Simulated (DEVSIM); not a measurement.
Structure: Ti/Si3N4/p-Si capacitor, at 300 K.

```
layer (left to right)  material  thickness (nm)  Na (cm⁻³)
---------------------  --------  --------------  ---------
1                         Si3N4            5.00          -
2                            Si             800     5.2e17
```

Metal gate on the left, work function 4.33 eV. Fixed charge at the semiconductor interface 0 cm⁻² (in units of +e); no interface traps.

Constants are typed, rounded textbook-type inputs, not results; the design itself was drawn at random and stands for no fabricated device. Values at 300 K.

```tsv
parameter	Si3N4	Si
gap (eV)	5.1	1.124
affinity (eV)	2.1	4.05
permittivity	7.5	11.7
Nc (cm⁻³)	-	2.86e19
Nv (cm⁻³)	-	3.1e19
```

DEVSIM, 1D Poisson equation in equilibrium, Boltzmann statistics, complete ionisation; no quantum confinement or tunnelling. Metal contacts follow the ideal Schottky-Mott rule: no Fermi-level pinning, no interface dipoles.

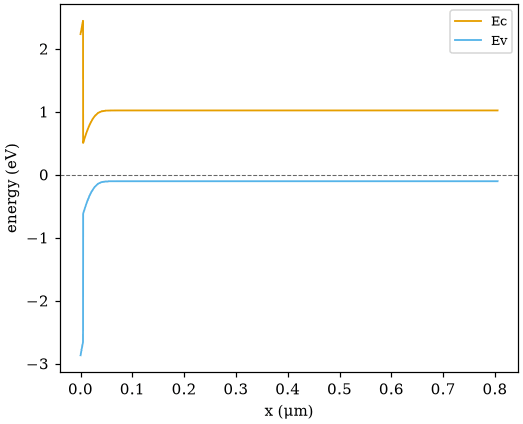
Fig. 1. Band edges at 0.0 V on the gate

Energies count from the Fermi level of the right contact; mesh points crowd at the junctions.

```csv
x (μm),Ec (eV),Ev (eV),n (cm⁻³),p (cm⁻³),field (V/cm)
0.000,2.230,-2.870,< 1e2,< 1e2,440000
0.0008961,2.269,-2.831,< 1e2,< 1e2,440000
0.002152,2.325,-2.776,< 1e2,< 1e2,440000
0.003476,2.383,-2.717,< 1e2,< 1e2,440000
0.004823,2.442,-2.658,< 1e2,< 1e2,440000
0.005704,0.519,-0.605,5.4e10,2.1e9,280000
0.007386,0.564,-0.560,9.4e9,1.2e10,260000
0.01210,0.679,-0.445,1.1e8,1.0e12,220000
0.01954,0.824,-0.300,410000,2.8e14,160000
0.03369,0.978,-0.146,1100,1.1e17,57000
0.05870,1.018,-0.106,230,5.1e17,1100
0.1316,1.018,-0.106,220,5.2e17,≈ 0
0.2466,1.018,-0.106,220,5.2e17,≈ 0
0.4557,1.018,-0.106,220,5.2e17,≈ 0
0.6556,1.018,-0.106,220,5.2e17,≈ 0
0.7270,1.018,-0.106,220,5.2e17,≈ 0
0.7645,1.018,-0.106,220,5.2e17,≈ 0
0.7835,1.018,-0.106,220,5.2e17,≈ 0
0.7964,1.018,-0.106,220,5.2e17,≈ 0
0.8010,1.018,-0.106,220,5.2e17,≈ 0
0.8035,1.018,-0.106,220,5.2e17,≈ 0
0.8050,1.018,-0.106,220,5.2e17,≈ 0
```
